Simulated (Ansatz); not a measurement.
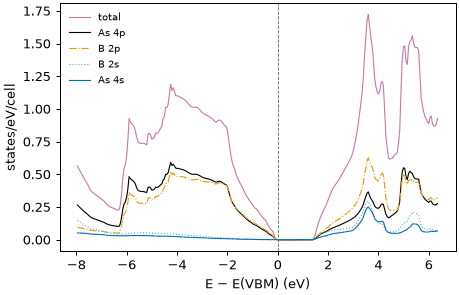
Figure: Total and projected density of states of BAs (zinc blende, F-43m), r²SCAN in the plane-wave PAW code Ansatz

Task: Which orbitals carry the states next to the gap?

Result: Top 1 eV of the valence band: B 2p 51 %, As 4p 46 %. Bottom 1 eV of the conduction band: B 2p 32 %, As 4p 24 %, B 2s 21 %, As 4s 12 %, outside the projected shells 12 %. Projections are on Löwdin-orthogonalised atomic valence shells; empty p or d shells of many metals are not among them.

Task: Where is the tallest occupied peak in this window, and what makes it?

Result: Near -4.2 eV, about 1.2 states/eV per cell; the largest projected share is As 4p.

The cell was relaxed with r²SCAN under the symmetry of its start. The volume moved by 18 % from the start of the relaxation. Spin–orbit coupling is left out wherever it is not named.

Potentials: the later of the program's two PAW sets.
